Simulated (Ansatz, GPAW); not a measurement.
# NaHgF3 (model structure): optical spectrum from first principles, part 3 of 3

Wanted: where NaHgF3 (model structure) starts to absorb, how strongly, and its refractive index. The structure is a model built here, which may or may not match a known phase. It was built so: All Cd replaced by Hg and K replaced by Na in the Pm-3m structure of KCdF3. The cell is first relaxed with Ansatz.

GPAW 26.7.0; DFT, PBE, plane-wave PAW (GPAW data sets), scalar-relativistic, RPA, optical limit.

So far. Step 3 (Ground state): There is a gap, 0.78 eV on this mesh (points off the mesh can give less), so no carriers' term is needed.

### Step 5. Dielectric function, RPA (continued)

The Im ε, E ∥ x has structure finer than the step of the table below, so its rows give means over 2 eV, whole bins alone (the curve runs from 0 to 21.9 eV). Peaks (eV: height): 3.3: 1.89, 3.8: 3.67, 4.4: 3.50, 5.7: 1.78, 8.3: 1.17, 12.2: 1.30.

Values under the direct gap are tails of Lorentzian lines. Im ε, E ∥ x against photon energy; means over each step:

| photon energy (eV) | Im ε, E ∥ x |
| --- | --- |
| 2 | 0.0757 |
| 4 | 2.12 |
| 6 | 0.962 |
| 8 | 0.843 |
| 10 | 0.917 |
| 12 | 0.987 |
| 14 | 0.840 |
| 16 | 0.623 |
| 18 | 0.482 |
| 20 | 0.542 |

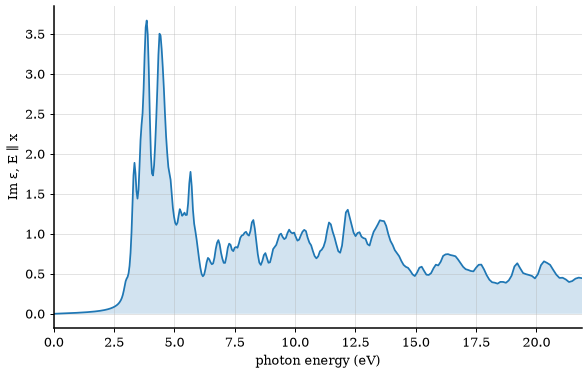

Im ε, E ∥ x against photon energy.

Re ε, E ∥ x against photon energy:

| photon energy (eV) | Re ε, E ∥ x |
| --- | --- |
| 0 | 2.60 |
| 2 | 2.91 |
| 4 | 1.62 |
| 6 | 0.813 |
| 8 | 1.47 |
| 10 | 1.30 |
| 12 | 1.53 |
| 14 | 0.635 |
| 16 | 1.05 |
| 18 | 0.745 |
| 20 | 0.976 |

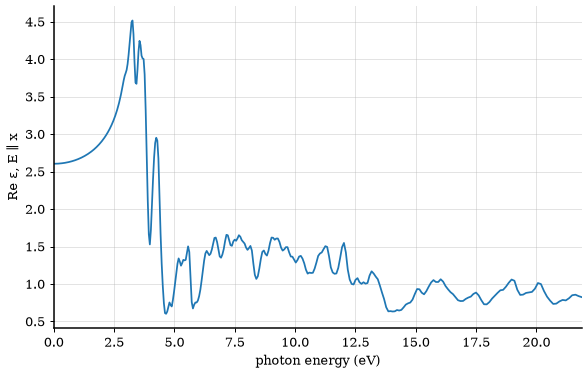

Re ε, E ∥ x against photon energy.

The reflectivity at normal incidence, E ∥ x has structure finer than the step of the table below, so its rows give means over 1 eV, whole bins alone (the curve runs from 0 to 21.9 eV). Peaks (eV: height): 3.3: 14.4, 3.8: 18.6, 4.5: 18.8, 5.7: 10.4, 8.3: 5.40, 12.2: 6.41, 13.8: 7.08.

The reflectivity at normal incidence, E ∥ x by photon energy; means over each step:

| photon energy (eV) | reflectivity at normal incidence, E ∥ x (%) |
| --- | --- |
| 1 | 5.81 |
| 2 | 6.90 |
| 3 | 10.9 |
| 4 | 15.1 |
| 5 | 9.39 |
| 6 | 4.66 |
| 7 | 3.17 |
| 8 | 4.19 |
| 9 | 3.19 |
| 10 | 4.22 |
| 11 | 3.54 |
| 12 | 4.59 |
| 13 | 4.45 |
| 14 | 5.61 |
| 15 | 2.16 |
| 16 | 2.31 |
| 17 | 2.63 |
| 18 | 1.92 |
| 19 | 1.53 |
| 20 | 1.85 |
| 21 | 1.99 |

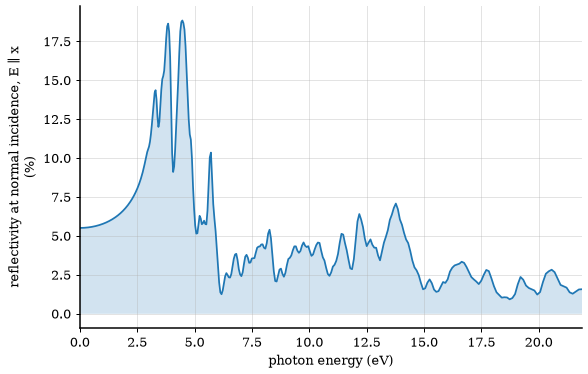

Reflectivity at normal incidence, E ∥ x against photon energy.

Table of refractive index n and extinction k by photon energy:

| photon energy (eV) | n | k |
| --- | --- | --- |
| 0 | 1.61 | 0 |
| 1 | 1.63 | 0.00399 |
| 2 | 1.71 | 0.0121 |
| 3 | 1.96 | 0.109 |
| 4 | 1.48 | 0.757 |
| 5 | 1.11 | 0.535 |
| 6 | 0.977 | 0.375 |
| 7 | 1.22 | 0.277 |
| 8 | 1.27 | 0.395 |
| 9 | 1.29 | 0.268 |
| 10 | 1.21 | 0.406 |
| 11 | 1.22 | 0.310 |
| 12 | 1.30 | 0.385 |
| 13 | 1.08 | 0.402 |
| 14 | 0.928 | 0.476 |
| 15 | 0.979 | 0.251 |
| 16 | 1.07 | 0.298 |
| 17 | 0.937 | 0.308 |
| 18 | 0.899 | 0.251 |
| 19 | 1.06 | 0.240 |
| 20 | 1.01 | 0.232 |
| 21 | 0.914 | 0.246 |

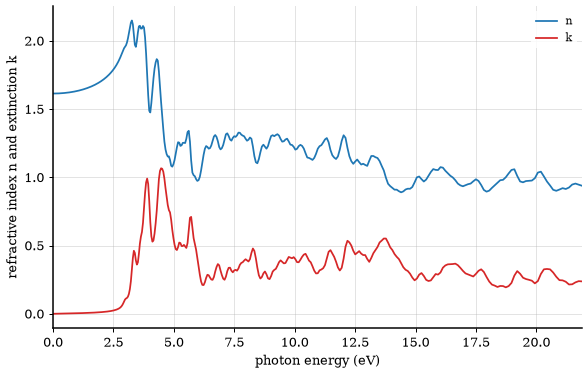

Refractive index n and extinction k, plotted against photon energy.

The loss function −Im 1/ε at q → 0, E ∥ x has structure finer than the step of the table below, so its rows give means over 1 eV, whole bins alone (the curve runs from 0 to 21.9 eV). Peaks (eV: height): 4.9: 0.559, 5.9: 0.650, 14.3: 0.769, 16.9: 0.635, 17.8: 0.660, 19.3: 0.540, 20.7: 0.654.

Values under the direct gap are tails of Lorentzian lines. The loss function −Im 1/ε at q → 0, E ∥ x by energy loss; means over each step:

| energy loss (eV) | loss function −Im 1/ε at q → 0, E ∥ x |
| --- | --- |
| 1 | 0.00188 |
| 2 | 0.00515 |
| 3 | 0.0385 |
| 4 | 0.182 |
| 5 | 0.427 |
| 6 | 0.424 |
| 7 | 0.263 |
| 8 | 0.325 |
| 9 | 0.276 |
| 10 | 0.351 |
| 11 | 0.350 |
| 12 | 0.403 |
| 13 | 0.468 |
| 14 | 0.695 |
| 15 | 0.548 |
| 16 | 0.454 |
| 17 | 0.581 |
| 18 | 0.538 |
| 19 | 0.425 |
| 20 | 0.474 |
| 21 | 0.566 |

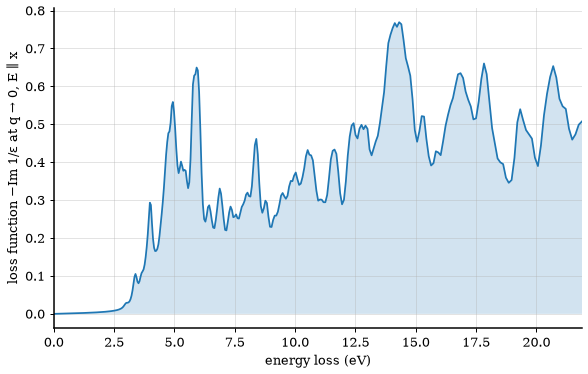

Loss function −Im 1/ε at q → 0, E ∥ x against energy loss.

Optical constants at common wavelengths, from n + ik = √ε:

| wavelength (nm) | n | k | R (%) | 1/α |
| --- | --- | --- | --- | --- |
| 1550 | 1.63 | 0.003 | 5.7 | 40 µm |
| 633 | 1.70 | 0.012 | 6.7 | 4.4 µm |
| 532 | 1.76 | 0.019 | 7.5 | 2.3 µm |
| 450 | 1.87 | 0.042 | 9.2 | 843 nm |
| 405 | 1.99 | 0.117 | 11.1 | 276 nm |
| 308 | 1.48 | 0.669 | 10.3 | 37 nm |
| 193 | 1.21 | 0.283 | 2.5 | 54 nm |

Below the direct gap, k and the depth come from the tails of the Lorentzian lines, not from transitions.

### Step 6. What came out

```json
{"electronic dielectric constant ε∞, mean over x, y and z (by symmetry where fewer were run) (RPA)": "2.60", "main peak of Im epsilon, first axis": "3.84 eV"}
```

At this level (PBE, RPA) NaHgF3 has ε∞ = 2.60 and n = 1.63 at 1550 nm, and Im ε peaks at 3.8 eV. The cell grew by 47.2 % in volume. On the mesh the gap is 0.66 eV and the least direct gap 2.95 eV, so on this mesh the band edges lie at different points. Local fields change the static value along x from 2.66 to 2.60 (-2 %). Distinct maxima of Im ε, read by a parabola through the highest points, lie at 3.35 eV (1.9), 3.84 eV (3.7), 4.40 eV (3.5) and 5.66 eV (1.8). Excitons and phonon-assisted transitions are missing; PBE gaps are as a rule too small, which pulls the onset down and ε∞ up, while the missing spin-orbit coupling works the other way with such heavy atoms. Spin-orbit coupling is left out although heavy atoms are present. The sum runs over mesh points, so small or evenly spaced maxima can still be ripples of the mesh. The cell grew by 47 % in the relaxation, which can come from the guessed start or, where layers or molecules are weakly bound, from the missing dispersion term; a larger cell lowers ε. In this version of GPAW the matrix elements of the optical limit are incomplete, which can lower ε − 1 by up to a tenth where first-row anions or d states rule, and shift it by more in d metals.

[Machine, clock and banner lines and Python warnings are left out of the logs.]

[Logs are printed without paths, hosts, clocks, repeated set-up lines and the standing remarks that a program may print on its own settings, such as how far it seeks lower states.]

[Hosts, paths, dates, database ids (printed as entryN), source tags and the programs' standing remarks are cut or masked in the printed files.]
